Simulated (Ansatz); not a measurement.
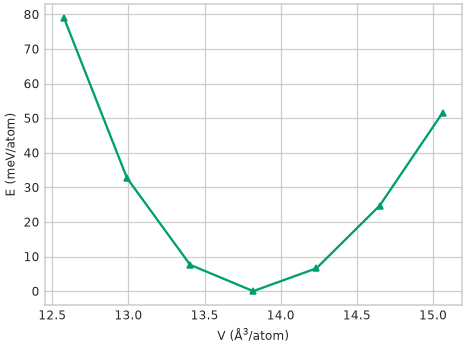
MnRh (CsCl type, Pm-3m) under volume change, plane-wave PAW r²SCAN (Ansatz code), scaled uniformly.

Question: What does a third-order Birch–Murnaghan fit give for V₀, B₀ and B′?

Answer: V₀ = 13.82 Å³/atom, B₀ = 180 GPa, B′ = 6.1.

The workflow started from an entry of the Crystallography Open Database (COD), which files this formula under 2 space groups. Its standing as an ambient phase is unchecked. Symmetry was held in the r²SCAN relaxation; its stability against distortions is not shown here. Spin order of the final state: ferromagnetic, chosen from 4 collinear starts compared on coarse meshes (ties went to the first, and starts can fall back to one state), not a proven ground state. Other orbital occupations within this spin state were not tried.

Potentials: the later of the program's two PAW sets.
